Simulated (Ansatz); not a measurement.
**Computed energy against volume: HfC (rock salt)**

HfC (rock salt)

```cif
data_CHf
_chemical_formula_sum 'C1 Hf1'
_space_group_name_H-M_alt 'P 1'
_space_group_IT_number 1
_cell_length_a 3.25780
_cell_length_b 3.25780
_cell_length_c 3.25780
_cell_angle_alpha 60.000
_cell_angle_beta 60.000
_cell_angle_gamma 60.000
loop_
_space_group_symop_operation_xyz
  'x, y, z'
loop_
_atom_site_label
_atom_site_type_symbol
_atom_site_fract_x
_atom_site_fract_y
_atom_site_fract_z
_atom_site_occupancy
C1 C 0.00000 0.00000 0.00000 1
Hf1 Hf 0.50000 0.50000 0.50000 1
```

E(V) scan at fixed shape, V₀ the volume above. Symmetry pins the atoms to their sites.

Level of theory: PBEsol (plane waves to 420 eV, PAW, scalar-relativistic; Ansatz, a program for electronic structure). k mesh 17×17×17 (Γ-centred), Fermi-Dirac smearing 0.05 eV. The energy includes the smearing's −TS. HfC is run without spin polarisation. HfC was relaxed with its symmetry unable to fall. Spin-orbit coupling is left out, though Hf is heavy. ΔE is measured from the relaxed starting cell.

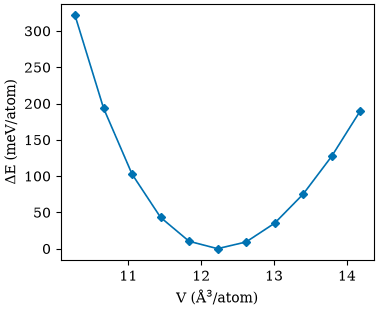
Figure: ΔE (meV/atom) against V (Å³/atom); markers are the computed points, lines only join them.

The energy cost of the largest expansion is 190 meV/atom and the pressure derivative B₀′ (fit) is 3.9. The pressure for 5 % compression (fit) is 14.1 GPa, the energy cost of the largest compression comes out as 321 meV/atom and the pressure at the smallest volume comes out as 60.7 GPa.

P = (3B₀/2)(x⁷ − x⁵)[1 + ¾(B₀′ − 4)(x² − 1)] with x = (1/0.95)^(1/3), B₀ = 248 GPa and B₀′ = 3.92.

(Under strain, the slope of the energy per volume gives the stress and its curvature an elastic modulus.)
